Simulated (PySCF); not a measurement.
Benzene, SMILES c1ccccc1 at its PBE0/def2-SVP optimised geometry (Å):

```
12

C     -0.6976    -1.2082    -0.0002
C      0.6973    -1.2078    -0.0002
C      1.3949     0.0002     0.0000
C      0.6973     1.2082     0.0000
C     -0.6976     1.2082     0.0000
C     -1.3949     0.0000    -0.0002
H     -1.2441    -2.1548    -0.0003
H      1.2439    -2.1543    -0.0002
H      2.4879     0.0002     0.0001
H      1.2438     2.1548     0.0001
H     -1.2442     2.1547     0.0000
H     -2.4879     0.0000    -0.0003
```

Method: PBE0/def2-TZVP (PySCF). Cells within 0.4 Å of a nucleus heavier than hydrogen are left out (blank, or x).

Map of the log10 of the electron density (e/bohr³), floored at −4 on the plane z = 0.0 Å:

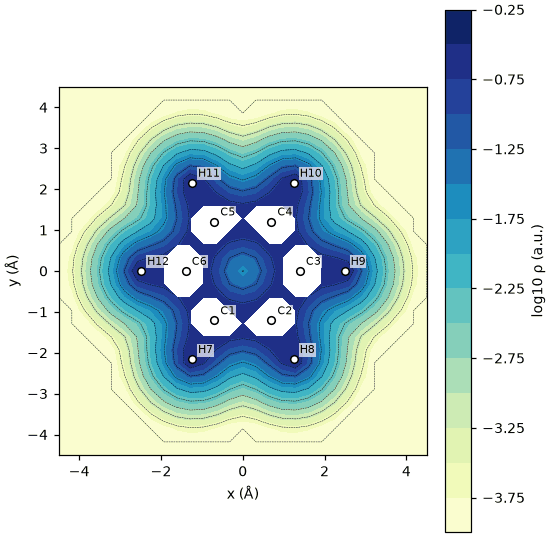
Log10 of the electron density (e/bohr³), floored at −4 on the plane z = 0.0 Å.
